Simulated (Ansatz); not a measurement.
# C6H4F3: the cost of one run

Computed with Ansatz 0.2.0 (the levels named in each step, unless a step's input says otherwise).

### Step 1. The system as given

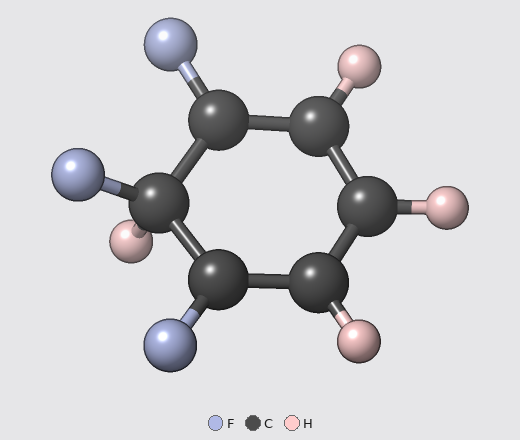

The starting structure, seen from a chosen angle (fluorine light blue, carbon dark grey, hydrogen pink).

Coordinates:

```xyz
13

F    -0.7508   -2.2897   -0.3615
C    -0.0213   -1.2195   -0.3023
C     1.3427   -1.2621   -0.4321
C     2.0909   -0.0918   -0.2700
C     1.5051    1.1476    0.0064
C     0.1445    1.2398    0.1452
F    -0.4382    2.3479    0.4824
C    -0.7514    0.0788   -0.1556
F    -1.8542    0.0129    0.6184
H     1.8329   -2.2140   -0.5881
H     3.1710   -0.1555   -0.3155
H     2.1184    2.0215    0.1826
H    -1.1260    0.2930   -1.1968
```

### Step 2. A rough first relaxation, PBE-D4/def2-SVP

The input, input.yaml:

```yaml
crystal:
  periodic: [false, false, false]
  atoms:
    - { symbol: F, position_ang: [-0.7508, -2.28973, -0.36146] }
    - { symbol: C, position_ang: [-0.02127, -1.21952, -0.30227] }
    - { symbol: C, position_ang: [1.34272, -1.26209, -0.43212] }
    - { symbol: C, position_ang: [2.09089, -0.09176, -0.27004] }
    - { symbol: C, position_ang: [1.50514, 1.14761, 0.00636] }
    - { symbol: C, position_ang: [0.14449, 1.23979, 0.14524] }
    - { symbol: F, position_ang: [-0.43821, 2.34787, 0.48242] }
    - { symbol: C, position_ang: [-0.75142, 0.07875, -0.1556] }
    - { symbol: F, position_ang: [-1.85421, 0.0129, 0.61837] }
    - { symbol: H, position_ang: [1.83294, -2.21405, -0.5881] }
    - { symbol: H, position_ang: [3.17103, -0.1555, -0.31546] }
    - { symbol: H, position_ang: [2.11843, 2.0215, 0.18262] }
    - { symbol: H, position_ang: [-1.12597, 0.29305, -1.19678] }
total_charge: 1
basis:
  gaussian: { orbitals: def2-SVP }
hamiltonian:
  xc: pbe
  dispersion: d4
relax:
  f_tol: 0.03
  max_steps: 200
```

Run with:

```console
ansatz run input.yaml --threads 4 --pin off --max-ram 10240MiB --backend cpu --events-out ev --progress --plain --runs-dir out
```

**Question.** How long does this run take on 4 threads of AMD EPYC (Zen 3), shared host, and how much memory does it need?

About 66 s, with a peak of 0.21 GiB.
